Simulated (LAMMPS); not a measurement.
System: a melt made from Cu (fcc), 256 atoms, at 1770 K and 5 GPa, brought to that temperature within a few picoseconds.

All values are model results, not measurements: MD with a machine-learned potential, pair style snap, file Cu_Zuo_JPCA2020.quadratic.snap, run in LAMMPS.

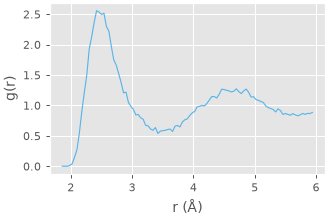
g(r) against r (Å)

Main features:
- state found: liquid
- first peak of g(r): 2.48 Å, height 2.6
- coordination number: 13.1 (counted to 3.54 Å)

Caution: a run this short can hold a crystal over, or a liquid under, the potential's own melting point, which these runs don't give.
